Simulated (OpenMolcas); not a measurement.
**Multiconfigurational calculation for Mn⁴⁺**

Mn⁴⁺, among 6 point charges of −1.76 e at 1.73 Å, octahedron (Oh), whose field is part of the energies. Computed at this level: state-averaged SS-CASPT2, IPEA shift 0.25, imaginary shift 0.1 hartree, closed shells 3s 3p correlated, active space 3 electrons in the shell 3d, basis ANO-RCC-VDZP, DKH2 scalar Hamiltonian, spin-orbit coupling by RASSI with atomic mean-field integrals (OpenMolcas).

**The program's output (extracts)**
```
--- CASPT2 ---
Orbital specifications:
      -----------------------

      Symmetry species                           1   2
                                                ag  au
      Frozen orbitals                            2   3
      Inactive orbitals                          1   3
      Active orbitals                            5   0
      Secondary orbitals                         7  13
      Deleted orbitals                           0   0
      Number of basis functions                 15  19
Type of calculation                        SS-CASPT2
      Fock operator                              state-specific
      IPEA shift                                 0.25
      Real shift                                 0.00
      Imaginary shift                            0.10
      The input orbitals will be transformed to quasi-canonical
Reference energy:       -1166.5006017906
      E2 (Non-variational):      -0.2290144874
      Shift correction:          -0.0000542197
      E2 (Variational):          -0.2290687071
      Total energy:           -1166.7296704977
      Residual norm:              0.0000001527
      Reference weight:           0.96745
      Contributions to the CASPT2 correlation energy
      Active & Virtual Only:         -0.0120806538
      One Inactive Excited:          -0.1000836205
      Two Inactive Excited:          -0.1168502131
Reference energy:       -1166.4800748862
      E2 (Non-variational):      -0.2311970444
      Shift correction:          -0.0000566498
      E2 (Variational):          -0.2312536943
      Total energy:           -1166.7113285804
      Residual norm:              0.0000002759
      Reference weight:           0.96667
      Contributions to the CASPT2 correlation energy
      Active & Virtual Only:         -0.0121503293
      One Inactive Excited:          -0.1011755429
      Two Inactive Excited:          -0.1178711722
::    CASPT2 Root  1     Total energy:  -1166.72967050
::    CASPT2 Root  2     Total energy:  -1166.71132858
::    CASPT2 Root  3     Total energy:  -1166.71229247
::    CASPT2 Root  4     Total energy:  -1166.71132180
::    CASPT2 Root  5     Total energy:  -1166.69350096
::    CASPT2 Root  6     Total energy:  -1166.69289256
::    CASPT2 Root  7     Total energy:  -1166.69300249
::    CASPT2 Root  8     Total energy:  -1166.62851464
::    CASPT2 Root  9     Total energy:  -1166.62851610
::    CASPT2 Root 10     Total energy:  -1166.62852318
--- CASPT2 ---
Orbital specifications:
      -----------------------

      Symmetry species                           1   2
                                                ag  au
      Frozen orbitals                            2   3
      Inactive orbitals                          1   3
      Active orbitals                            5   0
      Secondary orbitals                         7  13
      Deleted orbitals                           0   0
      Number of basis functions                 15  19
Type of calculation                        SS-CASPT2
      Fock operator                              state-specific
      IPEA shift                                 0.25
      Real shift                                 0.00
      Imaginary shift                            0.10
      The input orbitals will be transformed to quasi-canonical
Reference energy:       -1166.3974986630
      E2 (Non-variational):      -0.2388039955
      Shift correction:          -0.0000640126
      E2 (Variational):          -0.2388680081
      Total energy:           -1166.6363666711
      Residual norm:              0.0000001015
      Reference weight:           0.96485
      Contributions to the CASPT2 correlation energy
      Active & Virtual Only:         -0.0144972146
      One Inactive Excited:          -0.1049259507
      Two Inactive Excited:          -0.1193808302
Reference energy:       -1166.3974986630
      E2 (Non-variational):      -0.2387294984
      Shift correction:          -0.0000639487
      E2 (Variational):          -0.2387934471
      Total energy:           -1166.6362921100
      Residual norm:              0.0000001009
      Reference weight:           0.96488
      Contributions to the CASPT2 correlation energy
      Active & Virtual Only:         -0.0144969330
      One Inactive Excited:          -0.1048524436
      Two Inactive Excited:          -0.1193801218
::    CASPT2 Root  1     Total energy:  -1166.63636667
::    CASPT2 Root  2     Total energy:  -1166.63629211
::    CASPT2 Root  3     Total energy:  -1166.63292745
::    CASPT2 Root  4     Total energy:  -1166.63282973
::    CASPT2 Root  5     Total energy:  -1166.63283276
::    CASPT2 Root  6     Total energy:  -1166.62844630
::    CASPT2 Root  7     Total energy:  -1166.62182347
::    CASPT2 Root  8     Total energy:  -1166.62182225
::    CASPT2 Root  9     Total energy:  -1166.62182537
::    CASPT2 Root 10     Total energy:  -1166.60191434
::    CASPT2 Root 11     Total energy:  -1166.60197287
::    CASPT2 Root 12     Total energy:  -1166.60200108
::    CASPT2 Root 13     Total energy:  -1166.60173020
::    CASPT2 Root 14     Total energy:  -1166.60173232
::    CASPT2 Root 15     Total energy:  -1166.60173385
::    CASPT2 Root 16     Total energy:  -1166.59408075
::    CASPT2 Root 17     Total energy:  -1166.59444320
::    CASPT2 Root 18     Total energy:  -1166.58601924
::    CASPT2 Root 19     Total energy:  -1166.58542659
::    CASPT2 Root 20     Total energy:  -1166.58536616
::    CASPT2 Root 21     Total energy:  -1166.57640536
::    CASPT2 Root 22     Total energy:  -1166.57640622
::    CASPT2 Root 23     Total energy:  -1166.57642770
::    CASPT2 Root 24     Total energy:  -1166.57846969
::    CASPT2 Root 25     Total energy:  -1166.57883862
::    CASPT2 Root 26     Total energy:  -1166.57921251
::    CASPT2 Root 27     Total energy:  -1166.55871816
::    CASPT2 Root 28     Total energy:  -1166.55866138
::    CASPT2 Root 29     Total energy:  -1166.51920318
::    CASPT2 Root 30     Total energy:  -1166.51642585
```

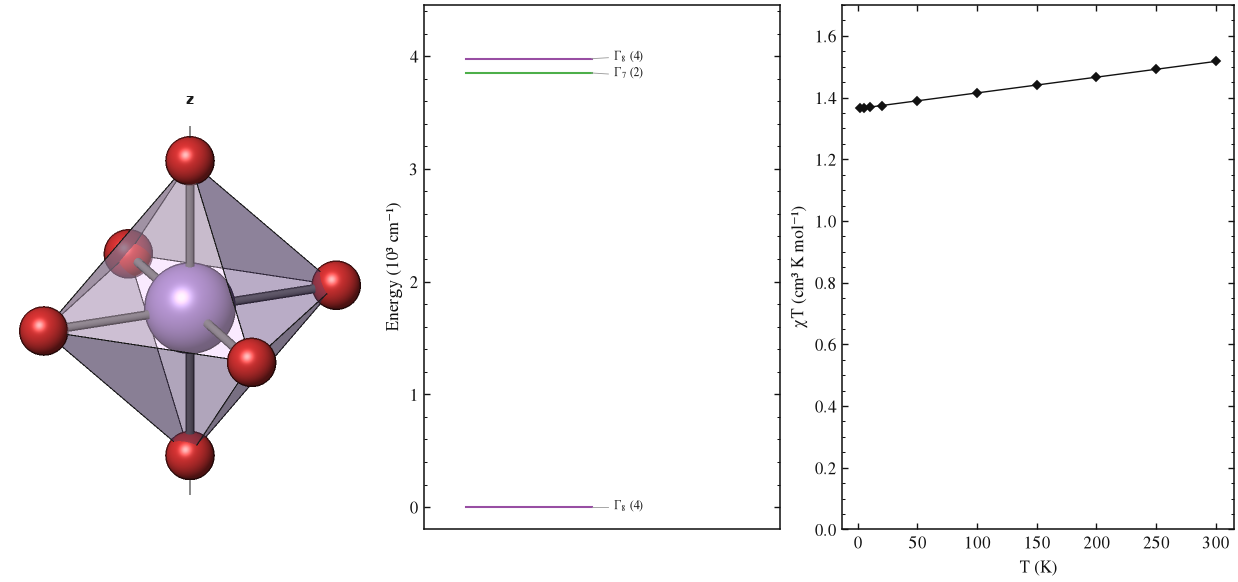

*Mn⁴⁺ (3d³) among 6 point charges of −1.76 e at 1.73 Å, arranged as: octahedron (Oh), with its levels and susceptibility. Labels give the representation in O, Td, D4 or D3 as the site allows (double group for half-integer spin) where it could be assigned and, in brackets, the degeneracy; spin-free states, where drawn, share the zero of the spin-orbit levels. Powder susceptibility by Van Vleck's formula.*

The ground level is Γ₈, 4-fold degenerate, 100 % from states of spin multiplicity 4. The next level lies at 3,850 cm⁻¹ (Γ₇). χT is 1.36 cm³ K mol⁻¹ at 2 K and 1.52 at 300 K, an effective moment of 3.48 μB.

**Input**
```
&GATEWAY
Coord
1

Mn 0.0 0.0 0.0
Basis=ANO-RCC-VDZP
Group=XYZ
NoMove
AngMom=0.0 0.0 0.0
AMFI
XField
3 Angstrom 0
1.730000 0.000000 0.000000 -1.760000
0.000000 1.730000 0.000000 -1.760000
0.000000 0.000000 1.730000 -1.760000
&SEWARD
&RASSCF
FileOrb=start.orb
Symmetry=1
Spin=4
nActEl=3 0 0
Inactive=3 6
Ras2=5 0
CIRoot=10 10 1
SDav=10
CIMx=300
Iter=120 100
PrWF=0.3
OrbListing=Nothing
MaxOrb=0
>>> COPY $Project.JobIph JOB001
&RASSCF
FileOrb=start.orb
Symmetry=1
Spin=2
nActEl=3 0 0
Inactive=3 6
Ras2=5 0
CIRoot=40 40 1
SDav=40
CIMx=300
Iter=120 100
PrWF=0.3
OrbListing=Nothing
MaxOrb=0
>>> COPY $Project.JobIph JOB002
&RASSI
NrOfJobIphs=2 10 40
1 2 3 4 5 6 7 8 9 10
1 2 3 4 5 6 7 8 9 10 11 12 13 14 15 16 17 18 19 20 21 22 23 24 25 26 27
28 29 30 31 32 33 34 35 36 37 38 39 40
IphNames
JOB001
JOB002
EJob
SpinOrbit
DIPRint=1.0
SOCoupling=1000.0
Subsets=2
Property=9
'ANGMOM' 1 'ANGMOM' 2 'ANGMOM' 3 'MLTPL  1' 1 'MLTPL  1' 2 'MLTPL  1' 3
'AMFI' 1 'AMFI' 2 'AMFI' 3
SOProperty=3
'ANGMOM' 1 'ANGMOM' 2 'ANGMOM' 3
>>> COPY JOB001 $Project.JobIph
&CASPT2
Multistate=10 1 2 3 4 5 6 7 8 9 10
NoMult
Frozen=2 3
IPEA=0.25
Imaginary=0.1
MaxIter=60
WThr=0.0 0.3 0.05
PrWF=0.5
NoMix
>>> COPY JOB002 $Project.JobIph
&CASPT2
Multistate=40 1 2 3 4 5 6 7 8 9 10 11 12 13 14 15 16 17 18 19 20 21 22
23 24 25 26 27 28 29 30 31 32 33 34 35 36 37 38 39 40
NoMult
Frozen=2 3
IPEA=0.25
Imaginary=0.1
MaxIter=60
WThr=0.0 0.3 0.05
PrWF=0.5
NoMix
```

The file start.orb holds starting orbitals from an earlier step. A driver script formed the levels outside the program, from RASSI's spin-orbit matrix and the CASPT2 energies (for multi-state variants, the effective Hamiltonian), averaged over the components of each term or state. The log and the time are those of the CASPT2 step.

Launched with:
```bash
OMP_NUM_THREADS=1 MOLCAS_MEM=1689 MOLCAS_PROJECT=a pymolcas a.inp > a.log  # once for each step of the input, in one work folder
```

**Summary**

- outcome: converged; degenerate states are split by up to 213 cm⁻¹
- energy of the lowest spin-free term: −1166.72967 hartree
- energy of the lowest spin-orbit level: −1166.73010 hartree
- CASPT2 correlation energy: −0.2291 hartree
- largest spread among components of a term: 213.0 cm⁻¹
- lowest reference weight: 0.959
- hardware: 1 thread of Arm Neoverse V2, 128 GiB of memory available, shared host
- wall time: 2.4 s

**Remarks**

The components of ⁴T2, which symmetry makes degenerate, are split by 213 cm⁻¹ in CASPT2, and those of 6 more by over 50 cm⁻¹. This is an artefact; the levels of such states rest on averages and are uncertain by about as much. Limits: point charges lack covalency, field too small at true ligand charges.
